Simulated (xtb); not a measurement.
# Si$_{4}$H$_{8}$: geometry relaxation (part 3 of 3)

The same run, continued: Si$_{4}$H$_{8}$ (cyclo-(SiH2)4); GFN2-xTB (xtb 6.7.1). The geometry comes from this level: GFN2-xTB.

Geometry of the input (Å):
```
Si 0.9678  -1.3562  -0.0234
H  0.5591  -2.7668  0.0332
H  2.4316  -1.4462  -0.1051
Si 0.0991  0.0422  1.6618
H  -0.7772  -0.6009  2.6508
H  1.0860  0.7321  2.5038
Si -0.9688  1.3554  0.0238
H  -2.4339  1.4283  0.1069
H  -0.5773  2.7701  -0.0330
Si -0.0939  -0.0380  -1.6624
H  0.7847  0.6072  -2.6472
H  -1.0772  -0.7272  -2.5094
```

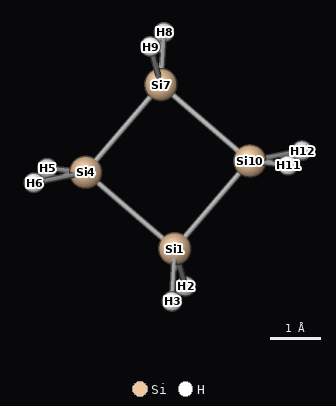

The geometry at step 3 of the log (ball-and-stick view, seen on its broad side; atoms are numbered from 1 in the order of the input).

What the program printed, continued:
```
         #    Occupation            Energy/Eh            Energy/eV
      -------------------------------------------------------------
         1        2.0000           -0.7890240             -21.4704
         2        2.0000           -0.6708526             -18.2548
         3        2.0000           -0.6708365             -18.2544
         4        2.0000           -0.5826601             -15.8550
         5        2.0000           -0.4274260             -11.6309
         6        2.0000           -0.4210930             -11.4585
         7        2.0000           -0.4210900             -11.4584
         8        2.0000           -0.4158006             -11.3145
         9        2.0000           -0.4073944             -11.0858
        10        2.0000           -0.3562185              -9.6932
        11        2.0000           -0.3562064              -9.6929
        12        2.0000           -0.3270854              -8.9004 (HOMO)
        13                         -0.2193942              -5.9700 (LUMO)
        14                         -0.2042641              -5.5583
        15                         -0.2042507              -5.5579
        16                         -0.1800355              -4.8990
        17                         -0.1760025              -4.7893
        18                         -0.1759911              -4.7890
        19                         -0.1731542              -4.7118
        20                         -0.1404567              -3.8220
        21                         -0.1227489              -3.3402
        22                         -0.1227371              -3.3398
        23                         -0.1128073              -3.0696
       ...                                ...                  ...
        44                          1.1445800              31.1456
      -------------------------------------------------------------
                  HL-Gap            0.1076912 Eh            2.9304 eV
             Fermi-level           -0.2732398 Eh           -7.4352 eV

     #   Z          covCN         q      C6AA      α(0)
     1  14          3.703     0.266   103.113    19.447
     2   1          0.917    -0.133     6.892     4.106
     3   1          0.917    -0.133     6.883     4.103
     4  14          3.703     0.266   103.113    19.447
     5   1          0.917    -0.133     6.882     4.103
     6   1          0.917    -0.133     6.893     4.106
     7  14          3.703     0.266   103.112    19.447
     8   1          0.917    -0.133     6.894     4.107
     9   1          0.917    -0.133     6.882     4.103
    10  14          3.703     0.266   103.113    19.447
    11   1          0.917    -0.133     6.893     4.106
    12   1          0.917    -0.133     6.882     4.103

 Mol. C6AA /au·bohr⁶  :       3761.451884
 Mol. C8AA /au·bohr⁸  :     172464.387227
 Mol. α(0) /au        :        110.624572

Wiberg/Mayer (AO) data.
largest (>0.10) Wiberg bond orders for each atom

 ---------------------------------------------------------------------------
     #   Z sym  total        # sym  WBO       # sym  WBO       # sym  WBO
 ---------------------------------------------------------------------------
     1  14      3.711 --     3      0.891     2      0.891     4      0.862
                            10      0.862
     2   1      0.982 --     1      0.891
     3   1      0.982 --     1      0.891
     4  14      3.711 --     5      0.892     6      0.891     1      0.862
                             7      0.862
     5   1      0.982 --     4      0.892
     6   1      0.982 --     4      0.891
     7  14      3.711 --     8      0.891     9      0.891    10      0.862
                             4      0.862
     8   1      0.982 --     7      0.891
     9   1      0.982 --     7      0.891
    10  14      3.711 --    12      0.891    11      0.891     7      0.862
                             1      0.862
    11   1      0.982 --    10      0.891
    12   1      0.982 --    10      0.891
 ---------------------------------------------------------------------------

Topologies differ in total number of bonds
Writing topology from bond orders to xtbtopo.mol

molecular dipole:
                 x           y           z       tot (Debye)
 q only:       -0.000       0.000       0.000
   full:       -0.000       0.000       0.000       0.001
molecular quadrupole (traceless):
                xx          xy          yy          xz          yz          zz
 q only:        1.175       1.701       0.014      -0.179      -0.129      -1.189
  q+dip:        1.619       2.345       0.020      -0.247      -0.178      -1.640
   full:        2.147       3.107       0.026      -0.328      -0.236      -2.173

           -------------------------------------------------
          |                Geometry Summary                 |
           -------------------------------------------------

      molecular mass/u    :      120.4055208
   center of mass at/Å    :       -0.0000161       0.0000432       0.0000254
  moments of inertia/u·Å² :        0.1933524E+03   0.1933677E+03   0.3654809E+03
rotational constants/cm⁻¹ :        0.8718604E-01   0.8717915E-01   0.4612452E-01

 * 12 selected distances

     #   Z          #   Z                                           value/Å
     1  14          2   1                                         1.4691992
     1  14          3   1                                         1.4692225
     1  14          4  14                                         2.3555357
     4  14          5   1                                         1.4691621 (min)
     4  14          6   1                                         1.4692242
     4  14          7  14                                         2.3556177
     7  14          8   1                                         1.4692439
     7  14          9   1                                         1.4692148
     1  14         10  14                                         2.3556614 (max)
     7  14         10  14                                         2.3555221
    10  14         11   1                                         1.4692506
    10  14         12   1                                         1.4691813

 * 2 distinct bonds (by element types)

   Z      Z             #   av. dist./Å        max./Å        min./Å
   1 H   14 Si          8     1.4692123     1.4692506     1.4691621
  14 Si  14 Si          4     2.3555842     2.3556614     2.3555221

           -------------------------------------------------
          |               Frequency Printout                |
           -------------------------------------------------
 projected vibrational frequencies (cm⁻¹)
eigval :       -0.00    -0.00    -0.00     0.00     0.00     0.00
eigval :       68.42   245.49   279.41   292.47   292.56   381.77
eigval :      381.95   382.70   390.84   398.41   418.07   430.04
eigval :      483.34   483.41   489.05   605.64   616.80   617.05
eigval :      824.31   834.09   834.18   861.76  2150.91  2164.27
eigval :     2164.36  2171.18  2179.02  2179.19  2189.27  2190.78
 reduced masses (amu)
    1:      8.49    2:      6.43    3:      6.54    4:      5.16    5:      5.53    6:      8.54
    7:      2.22    8:     11.05    9:      1.03   10:      1.11   11:      1.11   12:      5.46
   13:      5.46   14:     10.33   15:      1.63   16:      1.01   17:      1.17   18:      8.36
   19:      1.07   20:      1.07   21:      1.01   22:      1.07   23:      1.18   24:      1.18
   25:      1.04   26:      1.06   27:      1.06   28:      1.07   29:      1.05   30:      1.05
   31:      1.05   32:      1.03   33:      1.03   34:      1.03   35:      1.03   36:      1.05
 IR intensities (km·mol⁻¹)
    1:      0.00    2:      0.00    3:      0.00    4:      0.00    5:      0.00    6:      0.00
Refinement of some symmetry elements was terminated before convergence was reached.
Some symmetry elements may remain unidentified.
Molecule has the following symmetry elements: (i) (C4) 5*(C2) (S4) 5*(sigma)
It seems to be the D4h point group
    7:      0.02    8:      0.01    9:     60.94   10:      0.00   11:      0.00   12:     14.86
   13:     15.27   14:      0.01   15:      0.02   16:      0.01   17:      0.00   18:      0.00
   19:      0.00   20:      0.00   21:      0.00   22:      0.00   23:    611.75   24:    609.09
   25:      0.02   26:    446.73   27:    439.62   28:      0.00   29:      0.00   30:      0.01
   31:      0.08   32:      0.14   33:    364.26   34:    367.46   35:      6.68   36:   1705.84
 Raman intensities (Ä⁴*amu⁻¹)
    1:      0.00    2:      0.00    3:      0.00    4:      0.00    5:      0.00    6:      0.00
    7:      0.00    8:      0.00    9:      0.00   10:      0.00   11:      0.00   12:      0.00
   13:      0.00   14:      0.00   15:      0.00   16:      0.00   17:      0.00   18:      0.00
   19:      0.00   20:      0.00   21:      0.00   22:      0.00   23:      0.00   24:      0.00
   25:      0.00   26:      0.00   27:      0.00   28:      0.00   29:      0.00   30:      0.00
   31:      0.00   32:      0.00   33:      0.00   34:      0.00   35:      0.00   36:      0.00
 output can be read by thermo (or use thermo option).
 writing <g98.out> molden fake output.
 recommended (thermochemical) frequency scaling factor: 1.0
           -------------------------------------------------
          |             Thermodynamic Functions             |
           -------------------------------------------------

d4h symmetry found (for desy threshold:  0.10E+00) used in thermo

          ...................................................
          :                      SETUP                      :
          :.................................................:
          :  # frequencies                          30      :
          :  # imaginary freq.                       0      :
          :  linear?                             false      :
          :  only rotor calc.                    false      :
          :  symmetry                              d4h      :
          :  rotational number                       8      :
          :  scaling factor                  1.0000000      :
          :  rotor cutoff                   50.0000000 cm⁻¹ :
          :  imag. cutoff                  -20.0000000 cm⁻¹ :
          :.................................................:

    mode    ω/cm⁻¹     T·S(HO)/kcal·mol⁻¹    T·S(FR)/kcal·mol⁻¹   T·S(vib)
   ------------------------------------------------------------------------
       1     68.42    -1.25176 ( 77.80%)    -0.96336 ( 22.20%)    -1.18775
       2    245.49    -0.52556 ( 99.83%)    -0.58508 (  0.17%)    -0.52566
       3    279.41    -0.45834 ( 99.90%)    -0.54675 (  0.10%)    -0.45843
       4    292.47    -0.43520 ( 99.91%)    -0.53322 (  0.09%)    -0.43528
       5    292.56    -0.43503 ( 99.91%)    -0.53313 (  0.09%)    -0.43512
   ------------------------------------------------------------------------

   temp. (K)  partition function   enthalpy   heat capacity  entropy
                                   cal/mol     cal/K/mol   cal/K/mol   J/K/mol
 298.15  VIB   63.0                 3902.104     28.197     21.109
         ROT  0.353E+05              888.727      2.981     23.790
         INT  0.222E+07             4790.832     31.177     44.899
         TR   0.404E+26             1481.212      4.968     40.272
         TOT                        6272.0442    36.1455    85.1705   356.3536

       T/K    H(0)-H(T)+PV         H(T)/Eh          T*S/Eh         G(T)/Eh
   ------------------------------------------------------------------------
    298.15    0.999514E-02    0.737855E-01    0.404673E-01    0.333182E-01
   ------------------------------------------------------------------------

         :::::::::::::::::::::::::::::::::::::::::::::::::::::
         ::                  THERMODYNAMIC                  ::
         :::::::::::::::::::::::::::::::::::::::::::::::::::::
         :: total free energy         -10.884879002649 Eh   ::
         ::.................................................::
         :: total energy              -10.918197222152 Eh   ::
         :: zero point energy           0.063790357083 Eh   ::
         :: G(RRHO) w/o ZPVE           -0.030472137580 Eh   ::
         :: G(RRHO) contrib.            0.033318219503 Eh   ::
         :::::::::::::::::::::::::::::::::::::::::::::::::::::

optimized geometry written to: xtbopt.xyz

           -------------------------------------------------
          | TOTAL ENERGY              -10.918197222152 Eh   |
          | TOTAL ENTHALPY            -10.844411726372 Eh   |
          | TOTAL FREE ENERGY         -10.884879002649 Eh   |
          | GRADIENT NORM               0.000061522337 Eh/α |
          | HOMO-LUMO GAP               2.930425853647 eV   |
           -------------------------------------------------

------------------------------------------------------------------------
------------------------------------------------------------------------
 total:
 *  cpu-time:     0 d,  0 h,  0 min,  0.876 sec
 * ratio c/w:     0.998 speedup
 SCF:
 *  cpu-time:     0 d,  0 h,  0 min,  0.013 sec
 * ratio c/w:     0.998 speedup
 ANC optimizer:
 *  cpu-time:     0 d,  0 h,  0 min,  0.071 sec
 * ratio c/w:     0.995 speedup
 analytical hessian:
 *  cpu-time:     0 d,  0 h,  0 min,  0.779 sec
 * ratio c/w:     0.998 speedup
```

File xtbopt.xyz:
```
12
 energy: -10.918197222148 gnorm: 0.000061507142 xtb: 6.7.1 (unknown-commit)
Si           0.96598923229609       -1.35666774653502       -0.02323681029232
H            0.56281099286156       -2.76828963045854        0.03435564811484
H            2.43036777462600       -1.44171976172208       -0.10675964370070
Si           0.09824719485260        0.04142263709486        1.66226442231912
H           -0.77750212563610       -0.60091894999248        2.65165676312783
H            1.08543186754704        0.73131623050708        2.50377048656022
Si          -0.96879696958832        1.35475700339315        0.02351395357777
H           -2.43371189184971        1.43043736473427        0.10702377919183
H           -0.57432795798144        2.76886517053190       -0.03379308143307
Si          -0.09551151304192       -0.03932039967411       -1.66242917058761
H            0.78547310660509        0.60635198932459       -2.64511429352150
H           -1.07845971055126       -0.72621390723853       -2.51124205342624
```

Standard error:
```
normal termination of xtb
```

Trajectory as extended XYZ (Å, eV, eV/Å), 6 frames, from step=0 to step=5:
```
12
Properties=species:S:1:pos:R:3 step=0 energy=-297.09926
Si    0.9678   -1.3562   -0.0234
H     0.5591   -2.7668    0.0332
H     2.4316   -1.4462   -0.1051
Si    0.0991    0.0422    1.6618
H    -0.7772   -0.6009    2.6508
H     1.0860    0.7321    2.5038
Si   -0.9688    1.3554    0.0238
H    -2.4339    1.4283    0.1069
H    -0.5773    2.7701   -0.0330
Si   -0.0939   -0.0380   -1.6624
H     0.7847    0.6072   -2.6472
H    -1.0772   -0.7272   -2.5094
12
Properties=species:S:1:pos:R:3 step=1 energy=-297.09923
Si    0.9653   -1.3551   -0.0237
H     0.5603   -2.7662    0.0340
H     2.4296   -1.4437   -0.1058
Si    0.0993    0.0415    1.6636
H    -0.7772   -0.6007    2.6523
H     1.0859    0.7324    2.5049
Si   -0.9677    1.3534    0.0230
H    -2.4327    1.4280    0.1070
H    -0.5758    2.7683   -0.0332
Si   -0.0943   -0.0390   -1.6639
H     0.7855    0.6076   -2.6470
H    -1.0782   -0.7265   -2.5111
12
Properties=species:S:1:pos:R:3 step=2 energy=-297.09927
Si    0.9660   -1.3569   -0.0234
H     0.5615   -2.7679    0.0343
H     2.4305   -1.4431   -0.1066
Si    0.0987    0.0415    1.6620
H    -0.7768   -0.6006    2.6515
H     1.0855    0.7317    2.5037
Si   -0.9689    1.3549    0.0233
H    -2.4339    1.4291    0.1068
H    -0.5753    2.7694   -0.0337
Si   -0.0949   -0.0391   -1.6621
H     0.7856    0.6069   -2.6450
H    -1.0780   -0.7259   -2.5107
12
Properties=species:S:1:pos:R:3 step=3 energy=-297.09927
Si    0.9666   -1.3565   -0.0231
H     0.5619   -2.7678    0.0342
H     2.4308   -1.4427   -0.1067
Si    0.0980    0.0418    1.6627
H    -0.7775   -0.6011    2.6520
H     1.0860    0.7313    2.5036
Si   -0.9688    1.3549    0.0242
H    -2.4338    1.4300    0.1068
H    -0.5753    2.7692   -0.0339
Si   -0.0957   -0.0389   -1.6629
H     0.7859    0.6062   -2.6454
H    -1.0782   -0.7264   -2.5116
12
Properties=species:S:1:pos:R:3 step=4 energy=-297.09928
Si    0.9663   -1.3566   -0.0235
H     0.5623   -2.7681    0.0345
H     2.4306   -1.4424   -0.1065
Si    0.0984    0.0414    1.6622
H    -0.7776   -0.6007    2.6516
H     1.0857    0.7315    2.5035
Si   -0.9689    1.3547    0.0236
H    -2.4338    1.4303    0.1072
H    -0.5750    2.7689   -0.0335
Si   -0.0953   -0.0393   -1.6625
H     0.7856    0.6064   -2.6452
H    -1.0783   -0.7260   -2.5114
12
Properties=species:S:1:pos:R:3 step=5 energy=-297.09928
Si    0.9660   -1.3567   -0.0232
H     0.5628   -2.7683    0.0343
H     2.4304   -1.4417   -0.1067
Si    0.0982    0.0414    1.6623
H    -0.7775   -0.6009    2.6517
H     1.0854    0.7313    2.5038
Si   -0.9688    1.3547    0.0235
H    -2.4337    1.4304    0.1070
H    -0.5743    2.7689   -0.0338
Si   -0.0955   -0.0393   -1.6624
H     0.7855    0.6064   -2.6451
H    -1.0784   -0.7262   -2.5112
```

Summary:

| quantity | value |
| --- | --- |
| outcome | converged |
| electrons treated | 24 |
| total energy | −10.918197 hartree |
| dispersion energy | −0.010390 hartree |
| basis functions | 48 |
| HOMO | −8.90 eV |
| LUMO | −5.97 eV |
| zero-point energy | 0.063790 hartree |
| dipole moment | 0.00 D |
| wavenumbers, lowest and highest | 68 and 2191 cm⁻¹ |
| hardware | 1 thread of Arm Neoverse N1, 98 GiB of memory available, shared host |
| wall time | 0.89 s |
| peak memory | 0.072 GiB |
